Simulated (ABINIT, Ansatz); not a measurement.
# Converging GW for KCl (Sylvite) in ABINIT, part 2 of 2

Wanted: a converged G0W0 gap of KCl (Sylvite), or an estimate of the limit.

ABINIT 10.8.3; PBE and many-body steps on it, plane waves. Known limits of the many-body steps: not at the basis limit.

So far. Step 3 (Screening, 4×4×4 mesh, 31 bands, screening to 76.2 eV): Local fields lower ε∞ by 16 %. Step 4 (31 bands, 76.2 eV): The gap on the mesh goes from 5.19 eV to 7.86 eV, a correction of +2.67 eV.

## Step 6: 83 bands, 141.5 eV

This step: G0W0 on PBE, plane waves, norm-conserving pseudopotentials.

The input, run.abi:

```
acell 3*1.0 Angstrom
rprim 
  -0.000000000000 3.146470000000 3.146470000000
  3.146470000000 0.000000000000 3.146470000000
  3.146470000000 3.146470000000 -0.000000000000
ntypat 2
znucl 19 17
natom 2
typat 1 2
xred 
  0.000000000000 0.000000000000 0.000000000000
  0.500000000000 0.500000000000 0.500000000000
pp_dirpath "pseudos"
pseudos "K.upf, Cl.upf"
ecut 33
ngkpt 4 4 4
nshiftk 1
shiftk 0 0 0
kptopt 1
chksymbreak 0
istwfk *1
occopt 1
irdwfk 1
optdriver 4
nband 83
gwcalctyp 0
ecutsigx 33
symsigma 1
nkptgw 1
kptgw 
  0.0000000000 0.0000000000 0.0000000000
bdgw 
  6 12
ecuteps 5.2
irdscr 1
ppmodel 1
indata_prefix "in"
outdata_prefix "out"
tmpdata_prefix "tmp"
```

Started as:

```console
$ OMP_NUM_THREADS=1 mpirun -n 4 abinit run.abi > log
```

Output:

```text
.Version 10.8.3 of ABINIT. v10.8.2 released Aug 2026.

 Symmetries : space group Fm -3 m (#225); Bravais cF (face-center cubic)
[... echo of the input left out ...]
== DATASET  1 ==================================================================
-   mpi_nproc: 4, omp_nthreads: 1 (-1 if OMP is not activated)

--- !DatasetInfo
iteration_state: {dtset: 1, }
dimensions: {natom: 2, nkpt: 8, mband: 83, nsppol: 1, nspinor: 1, nspden: 1, mpw: 3839, }
cutoff_energies: {ecut:  33.0, pawecutdg:  -1.0, }
electrons: {nelect:   1.60000000E+01, charge:   0.00000000E+00, occopt:   1.00000000E+00, tsmear:   1.00000000E-02, }

 SIGMA: Calculation of the GW corrections

 Based on a program developped by R.W. Godby, V. Olevano, G. Onida, and L. Reining.
 Incorporated in ABINIT by V. Olevano, G.-M. Rignanese, and M. Torrent.
.Using double precision arithmetic ; gwpc =  8

[... cell and pseudopotentials left out ...]
--------------------------------------------------------------------------------

 ==== K-mesh for the wavefunctions ====
 Number of points in the irreducible wedge :     8
[... list of points left out ...]
 Together with 48 symmetry operations and time-reversal symmetry
 yields    64 points in the full Brillouin Zone.

 ==== Q-mesh for screening function ====
 Number of points in the irreducible wedge :     8
[... list of points left out ...]
 Together with 48 symmetry operations and time-reversal symmetry
 yields    64 points in the full Brillouin Zone.

 vcoul_init : cutoff-mode = AUXILIARY_FUNCTION
 q-points for optical limit:   1
     1)      0.000010    0.000020    0.000030
 setmesh: FFT mesh size selected  =    45x   45x   45
          total number of points  =        91125

 Number of electrons calculated from density =   16.0000; Expected =   16.0000
[...]
number of q-points in BZ                           64
 number of frequencies for dSigma/dE                 9
 frequency step for dSigma/dE [eV]                0.25
 number of omega for Sigma on real axis              0
 max omega for Sigma on real axis  [eV]           0.00
 zcut for avoiding poles [eV]                     0.10

 EPSILON^-1 parameters (SCR file):
 dimension of the eps^-1 matrix on file            259
 dimension of the eps^-1 matrix used               259
 number of plane-waves for wavefunctions          3839
 number of bands                                    83
 number of q-points in IBZ                           8
 number of frequencies                               2
 number of real frequencies                          1
 number of imag frequencies                          1

 matrix elements of self-energy operator (all in [eV])

 Perturbative Calculation

--- !SelfEnergy_ee
iteration_state: {dtset: 1, }
kpoint     : [   0.000,    0.000,    0.000, ]
spin       : 1
KS_gap     :    5.190
QP_gap     :    7.964
Delta_QP_KS:    2.775
data: !SigmaeeData |
     Band     E0 <VxcDFT>   SigX SigC(E0)      Z dSigC/dE  Sig(E)    E-E0       E
        6  -0.231 -14.148 -18.664   2.083   0.811  -0.233 -16.122  -1.974  -2.206
        7  -0.231 -14.148 -18.664   2.083   0.811  -0.233 -16.122  -1.974  -2.206
        8  -0.231 -14.148 -18.664   2.083   0.811  -0.233 -16.122  -1.974  -2.206
        9   4.958  -6.955  -3.245  -2.793   0.874  -0.144  -6.154   0.801   5.759
       10   8.135  -8.956  -4.051  -2.823   0.870  -0.149  -7.144   1.812   9.947
       11   8.135  -8.956  -4.051  -2.823   0.870  -0.149  -7.144   1.812   9.947
       12   8.135  -8.956  -4.051  -2.823   0.870  -0.149  -7.144   1.812   9.947

== END DATASET(S) ==============================================================
================================================================================

 -outvars: echo values of variables after computation  --------
           etotal      0.0000000000E+00
            nband          83
             nkpt           8
          spgroup         225
 [... the other variables as echoed above ...]

 Calculation completed.
```

Run time: 9.3 s. Hardware: 4 MPI ranks of Intel Xeon Platinum 8259CL at 2.50GHz (Skylake/Cascade Lake), shared host; peak memory 0.94 GiB.

Numbers from this step:

| Item | Value |
| --- | --- |
| G0W0 gap on the points computed | 7.965 eV |
| starting gap on the mesh | 5.190 eV |
| k of the valence top | 0, 0, 0 |
| k of the conduction bottom | 0, 0, 0 |
| Z at the valence top | 0.811 |
| Z at the conduction bottom | 0.874 |
| least direct G0W0 gap on the computed points | 7.965 eV |

Against G0W0 in ABINIT (4×4×4 mesh, 31 bands, screening to 76.2 eV, Godby-Needs plasmon pole), the gap moves by +0.103 eV.

## Step 7: Screening, 4×4×4 mesh, 193 bands, screening to 217.7 eV

This step: RPA screening on PBE, plane waves, norm-conserving pseudopotentials.

run.abi: that of step 6 with these lines changed.

```diff
@@ -23,15 +23,8 @@
 irdwfk 1
-optdriver 4
-nband 83
-gwcalctyp 0
-ecutsigx 33
-symsigma 1
-nkptgw 1
-kptgw 
-  0.0000000000 0.0000000000 0.0000000000
-bdgw 
-  6 12
-ecuteps 5.2
-irdscr 1
-ppmodel 1
+optdriver 3
+nband 193
+ecuteps 8
+inclvkb 2
+awtr 1
+symchi 1
 indata_prefix "in"
```

Output:

```text
.Version 10.8.3 of ABINIT. v10.8.2 released Aug 2026.

 Symmetries : space group Fm -3 m (#225); Bravais cF (face-center cubic)
[... echo of the input left out ...]
== DATASET  1 ==================================================================
-   mpi_nproc: 4, omp_nthreads: 1 (-1 if OMP is not activated)

--- !DatasetInfo
iteration_state: {dtset: 1, }
dimensions: {natom: 2, nkpt: 8, mband: 193, nsppol: 1, nspinor: 1, nspden: 1, mpw: 3839, }
cutoff_energies: {ecut:  33.0, pawecutdg:  -1.0, }
[...]
--------------------------------------------------------------------------------
[... chi0 elements left out ...]
 For q-point:  0.000010 0.000020 0.000030
  dielectric constant =   2.1775
  dielectric constant without local fields =   2.5853

  Average fulfillment of the sum rule on Im[epsilon] for q-point    1 :     79.29  [%]
[... wings left out ...]
  q-point number  2        q = ( 0.250000, 0.000000, 0.000000) [r.l.u.]
--------------------------------------------------------------------------------
[... chi0 elements left out ...]
  Average fulfillment of the sum rule on Im[epsilon] for q-point    2 :     83.16  [%]

 [... 6 further q-points ...]
```

Elapsed: 2.2 min, on 4 MPI ranks; peak memory 1.8 GiB.

Numbers from this step:

```yaml
eps_infinity_with_local_fields_on_this_mesh_along_the_program_s_q_direction: 2.178
the_same_without_local_fields: 2.585
plasma_frequency: 18.82 eV
plane_waves_in_the_screening_matrix: 459
```

## Step 8: 193 bands, 217.7 eV

This step: G0W0 on PBE, plane waves, norm-conserving pseudopotentials.

run.abi: that of step 7 with these lines changed.

```diff
@@ -23,8 +23,15 @@
 irdwfk 1
-optdriver 3
+optdriver 4
 nband 193
+gwcalctyp 0
+ecutsigx 33
+symsigma 1
+nkptgw 1
+kptgw 
+  0.0000000000 0.0000000000 0.0000000000
+bdgw 
+  6 12
 ecuteps 8
-inclvkb 2
-awtr 1
-symchi 1
+irdscr 1
+ppmodel 1
 indata_prefix "in"
```

Output:

```text
.Version 10.8.3 of ABINIT. v10.8.2 released Aug 2026.

 Symmetries : space group Fm -3 m (#225); Bravais cF (face-center cubic)
[... echo of the input left out ...]
== DATASET  1 ==================================================================
-   mpi_nproc: 4, omp_nthreads: 1 (-1 if OMP is not activated)

--- !DatasetInfo
iteration_state: {dtset: 1, }
dimensions: {natom: 2, nkpt: 8, mband: 193, nsppol: 1, nspinor: 1, nspden: 1, mpw: 3839, }
cutoff_energies: {ecut:  33.0, pawecutdg:  -1.0, }
[...]
10   8.135  -8.956  -4.051  -3.030   0.867  -0.153  -7.330   1.627   9.762
       11   8.135  -8.956  -4.051  -3.030   0.867  -0.153  -7.330   1.627   9.762
       12   8.135  -8.956  -4.051  -3.030   0.867  -0.153  -7.330   1.627   9.762

== END DATASET(S) ==============================================================
================================================================================

 -outvars: echo values of variables after computation  --------
           etotal      0.0000000000E+00
            nband         193
             nkpt           8
          spgroup         225
 [... the other variables as echoed above ...]

 Calculation completed.
```

Wall time 38 s (4 MPI ranks); peak memory 2 GiB; 2.5 min of CPU time.

Numbers from this step:

```yaml
g0w0_gap_on_the_points_computed: 8.109 eV
starting_gap_on_the_mesh: 5.190 eV
k_of_the_valence_top: 0, 0, 0
k_of_the_conduction_bottom: 0, 0, 0
least_direct_g0w0_gap_on_the_computed_points: 8.109 eV
```

Against G0W0 in ABINIT (4×4×4 mesh, 83 bands, screening to 141.5 eV, Godby-Needs plasmon pole), the gap moves by +0.144 eV.

## Step 9: Side by side

Times are wall times on 4 MPI ranks of Intel Xeon Platinum 8259CL at 2.50GHz (Skylake/Cascade Lake), shared host, good to a factor of about two. A run's time includes the screening step that it read.

```
                run   mesh  bands  screening cutoff (eV)  DFT gap (eV)  gap on the mesh (eV)  direct (eV)  ε∞ used     time
  31 bands, 76.2 eV  4×4×4     31                   76.2         5.190                 7.862        7.862     2.17     14 s
 83 bands, 141.5 eV  4×4×4     83                  141.5         5.190                 7.965        7.965     2.18     41 s
193 bands, 217.7 eV  4×4×4    193                  217.7         5.190                 8.109        8.109     2.18  2.8 min
```

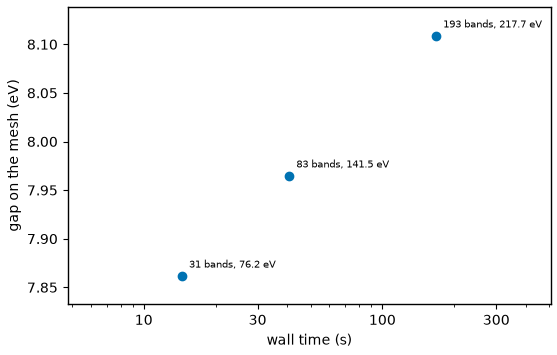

Result against wall time.

## Step 10: Outcome

* 31 bands, 76.2 eV: 7.862 eV
* 83 bands, 141.5 eV: 7.965 eV
* 193 bands, 217.7 eV: 8.109 eV
* known limits: not at the basis limit

From the first rung to the last the gap moves by +0.25 eV for 12 times the time. The steps are not yet shrinking, so no limit is drawn. In the G0W0 runs levels were corrected at 1 k point alone, so a gap called «on the mesh» is the least over those, and an edge elsewhere would be missed.

[Paths, hosts, dates, memory and timing lines, banners, echoed tables and standing remarks are left out of the program output.]

[Logs are printed without paths, hosts, clocks, repeated set-up lines and the standing remarks that a program may print on its own settings, such as how far it seeks lower states.]

[Runs of the session that timed out or met a known fault of the program may be left out.]

[Hosts, paths, dates, database ids (printed as entryN), source tags and the programs' standing remarks are cut or masked in the printed files.]

[G0W0 gaps are taken among the corrected bands and points alone; a level outside them can change the order at an edge.]

[Where Ansatz stands beside ABINIT at settings called matched, ABINIT's density can come from a denser mesh and the files from another edition; pairs whose starting gaps differed by over 0.03 eV were left out, so agreement reads better than it is.]
